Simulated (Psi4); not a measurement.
**N2H (dinitrogen monohydride) at UMP2/def2-TZVPPD**

Aim: the energy change on altering one bond length of N2H (dinitrogen monohydride) at UMP2/def2-TZVPPD, from 2 runs. 

Program for the calculation: Psi4 1.11.

13 further runs of the same task are left out: 13 that didn't finish.

**1. Starting point**

The species is N2H (3 atoms), meant as a doublet with charge 0. SMILES: `[N]=N`. The coordinates come from a PBE0-D4/def2-TZVP relaxation.

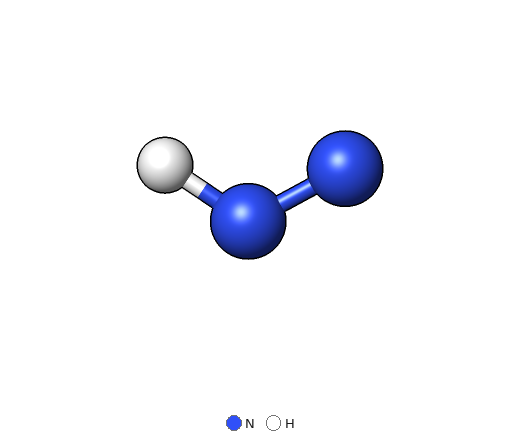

Viewed from a chosen angle; nitrogen blue, hydrogen white.

**2. A single-point energy at UMP2/def2-TZVPPD**

Input file input.dat:

```
memory 2200 MB

molecule system {
  0 2
  N      0.710530    -0.606720     0.326180
  N     -0.268660    -0.217710    -0.170100
  H     -0.441870     0.824430    -0.156080
  symmetry c1
}

set {
  basis           def2-TZVPPD
  reference       uhf
  puream          true
  e_convergence   1e-09
  d_convergence   1e-08
  scf_type        pk
  num_frozen_docc 2
  mp2_type        conv
  maxiter         100
}

E, wfn = energy('mp2', return_wfn=True)
```

Run with:

```sh
psi4 input.dat output.dat -n 1
```

output.dat (excerpt; [...] marks lines left out):

```text
[...]
  Running in c1 symmetry.
[...]
  Nuclear repulsion =   27.719687010035415
[...]
  Multiplicity = 2
[...]
  Nalpha       = 8
  Nbeta        = 7
[...]
    Number of basis functions: 91
[...]
   @UHF iter   1:  -109.43451791511961   -7.49964e-01   2.39763e-03 DIIS/ADIIS
[...]
   @UHF iter  19:  -109.47327325699713   -4.70379e-12   6.41914e-09 DIIS
[...]
   @S^2 Observed:                8.488312822E-01
[...]
    Orbital Energies [Eh]
    ---------------------
    Alpha Occupied:
       1A    -15.660849     2A    -15.642700     3A     -1.426614
       4A     -0.912904     5A     -0.715610     6A     -0.637884
       7A     -0.573138     8A     -0.389584
    Alpha Virtual:
       9A      0.097228    10A      0.120360    11A      0.149701
      12A      0.181612    13A      0.215140    14A      0.230107
      15A      0.293755    16A      0.354235    17A      0.376270
      18A      0.385527    19A      0.407870    20A      0.411504
      21A      0.429930    22A      0.502811    23A      0.504946
      24A      0.539838    25A      0.553768    26A      0.599535
[...]
  @UHF Final Energy:  -109.47327325699713
   => Energetics <=
    Nuclear Repulsion Energy =             27.7196870100354147
    One-Electron Energy =                -203.1792721561988060
    Two-Electron Energy =                  65.9863118891662594
    Total Energy =                       -109.4732732569971319
  UHF NO Occupations:
  HONO-2 :    6  A 1.9937491
  HONO-1 :    7  A 1.9598177
[...]
 Multipole Moments:
 ------------------------------------------------------------------------------------
     Multipole            Electronic (a.u.)      Nuclear  (a.u.)        Total (a.u.)
 ------------------------------------------------------------------------------------
 L = 1.  Multiply by 2.5417464519 to convert [e a0] to [Debye]
 Dipole X            :          0.3980626           -0.6278990           -0.2298364
 Dipole Y            :         -0.4083422            1.1239941            0.7156518
 Dipole Z            :          0.0000000            0.0000000            0.0000000
 Magnitude           :                                                    0.7516531
[...]
	SCS-MP2 Total Energy (a.u.)        :  -109.82567803773790
	SOS-MP2 Total Energy (a.u.)        :  -109.79532543121884
	SCSN-MP2 Total Energy (a.u.)       :  -109.63353501941776
[...]
	SOS-PI-MP2 Total Energy (a.u.)     :  -109.84900079358913
[...]
	MP2 Total Energy (a.u.)            :  -109.83270788840574
[...]
```

Wall time 3.3 s (1 thread of AMD EPYC 9R45 (Zen 5), shared host); peak memory 0.47 GiB.

**3. The distorted shape**

Input file hn2_ase.py:

```python
import numpy as np
from ase.calculators.psi4 import Psi4
from ase import Atoms

a = Atoms(['N', 'N', 'H'], positions=[
    [1.885596, -1.073547, 0.921735],
    [-0.268660, -0.217710, -0.170100],
    [-0.441870, 0.824430, -0.156080],
])
calc = Psi4(atoms=a, method='mp2', basis='def2-TZVPPD', memory='2200MB', num_threads=1, charge=0, multiplicity=2, label='hn2', reference='uhf')
calc.psi4.set_options({'puream': True, 'e_convergence': 1e-09, 'd_convergence': 1e-06, 'scf_type': 'pk', 'num_frozen_docc': 2, 'mp2_type': 'conv', 'maxiter': 150, 'damping_percentage': 30, 'guess': 'sap'})
a.calc = calc

print(f'energy: {a.get_potential_energy():.6f} eV')
```

Run with:

```sh
python hn2_ase.py
```

hn2.dat (excerpt; [...] marks lines left out):

```text
[...]
  Running in c1 symmetry.
[...]
  Nuclear repulsion =   14.786657050833897
[...]
  Multiplicity = 2
[...]
  Nalpha       = 8
  Nbeta        = 7
[...]
    Number of basis functions: 91
[...]
   @UHF iter   1:  -107.21255857629512   -1.07213e+02   1.63699e-02 DIIS/ADIIS
[...]
   @UHF iter  47:  -109.38199096607865    6.65935e-10   6.41514e-09 DIIS/DAMP=30%
[...]
   @S^2 Observed:                2.745784550E+00
[...]
  @UHF Final Energy:  -109.38199096607865
   => Energetics <=
    Nuclear Repulsion Energy =             14.7866570508338970
    One-Electron Energy =                -178.0758021411382401
    Two-Electron Energy =                  53.9071541242257055
    Total Energy =                       -109.3819909660786323
  UHF NO Occupations:
  HONO-2 :    6  A 1.1625484
  HONO-1 :    7  A 1.0443844
[...]
 Multipole Moments:
 ------------------------------------------------------------------------------------
     Multipole            Electronic (a.u.)      Nuclear  (a.u.)        Total (a.u.)
 ------------------------------------------------------------------------------------
 L = 1.  Multiply by 2.5417464519 to convert [e a0] to [Debye]
 Dipole X            :          1.0008519           -1.1316903           -0.1308383
 Dipole Y            :         -0.7172451            1.3305609            0.6133158
 Dipole Z            :          0.4738264           -0.4814244           -0.0075980
 Magnitude           :                                                    0.6271624
[...]
	SCS-MP2 Total Energy (a.u.)        :  -109.61029850727448
	SOS-MP2 Total Energy (a.u.)        :  -109.60666845767543
	SCSN-MP2 Total Energy (a.u.)       :  -109.49241125531789
[...]
	SOS-PI-MP2 Total Energy (a.u.)     :  -109.62395134164440
[...]
	MP2 Total Energy (a.u.)            :  -109.61755860647258
[...]
```

Standard output:

```text
energy: -2982.845702 eV
```

Wall time 4.2 s (1 thread of AMD EPYC 9R45 (Zen 5), shared host); peak memory 0.47 GiB.

**4. Outcome**

At UMP2/def2-TZVPPD, 2 core orbitals frozen:

```
                                                                   quantity          value
                                                  first shape: total energy  -109.83271 Eh
    first shape: HOMO energy (Hartree–Fock orbitals) (highest over α and β)      -10.60 eV
     first shape: LUMO energy (Hartree–Fock orbitals) (lowest over α and β)        2.57 eV
                   first shape: correlation energy (2 core orbitals frozen)     -359.4 mEh
                             first shape: ⟨S²⟩ of the reference determinant          0.849
                                              distorted shape: total energy  -109.61756 Eh
distorted shape: HOMO energy (Hartree–Fock orbitals) (highest over α and β)      -13.47 eV
 distorted shape: LUMO energy (Hartree–Fock orbitals) (lowest over α and β)        2.61 eV
               distorted shape: correlation energy (2 core orbitals frozen)     -235.6 mEh
                         distorted shape: ⟨S²⟩ of the reference determinant          2.746
          energy change with the N1–N2 bond stretched from 1.165 to 2.562 Å       5.855 eV
```

With the N1–N2 bond stretched from 1.165 to 2.562 Å the energy rises by 5.85 eV (135 kcal/mol). The first shape isn't relaxed at this level, so the change isn't measured from a minimum. ⟨S²⟩ (distorted shape) is 2.75 where a pure doublet has 0.75: the reference is spin-contaminated.
